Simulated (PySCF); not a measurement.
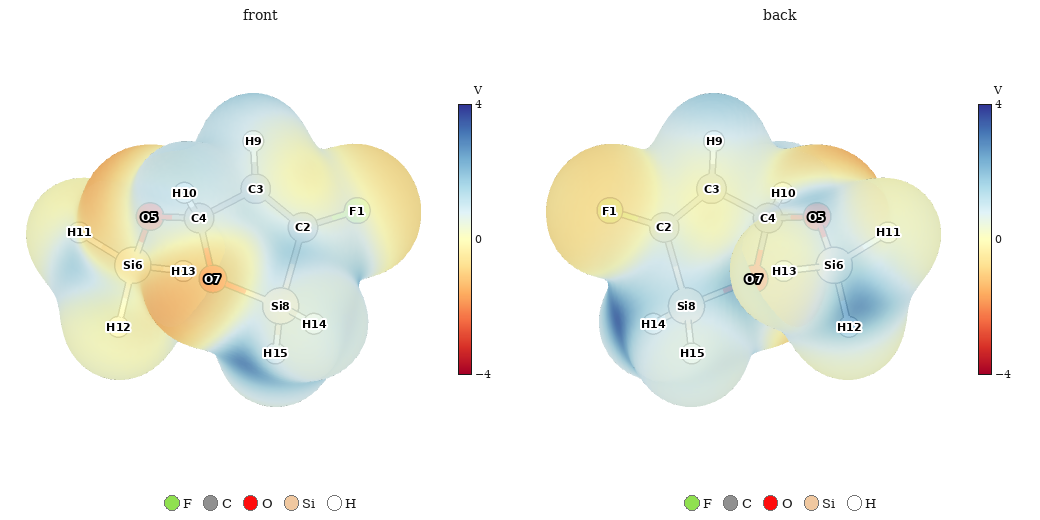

Figure 1: C3H7FO2Si2. The molecular electrostatic potential painted on the density surface at 0.004 e/bohr³, seen from the front and from behind; red is negative and blue positive.

Geometry: GFN2-xTB.

Theory: PBE0/pcSseg-1, SCF density, gas phase, non-relativistic in PySCF.

```xyz
15

F    -2.8257    0.6427    1.2919
C    -1.7405    0.5409    0.5045
C    -0.6644    1.2981    0.6615
C     0.4413    0.9842   -0.3090
O     1.5673    0.5523    0.3518
Si    1.9385   -0.9541    0.8488
O    -0.0047    0.0358   -1.2365
Si   -1.4720   -0.6352   -0.9535
H    -0.4946    2.0477    1.4150
H     0.7313    1.8843   -0.8769
H     3.1956   -0.6257    1.5027
H     2.0856   -1.8790   -0.2749
H     0.9239   -1.4854    1.7672
H    -2.3188   -0.3657   -2.1069
H    -1.3671   -2.0327   -0.5500
```

Q: Which sites attract a positive test charge, and which a negative one?

A: A positive charge is drawn to the negative regions and a negative charge to the positive ones. The most negative region (about −1.4 V) lies over O5 and O7, the most positive (about +3.0 V) over Si8.

Q: How polar is the molecule by this calculation?

A: Its dipole moment is 0.77 D.
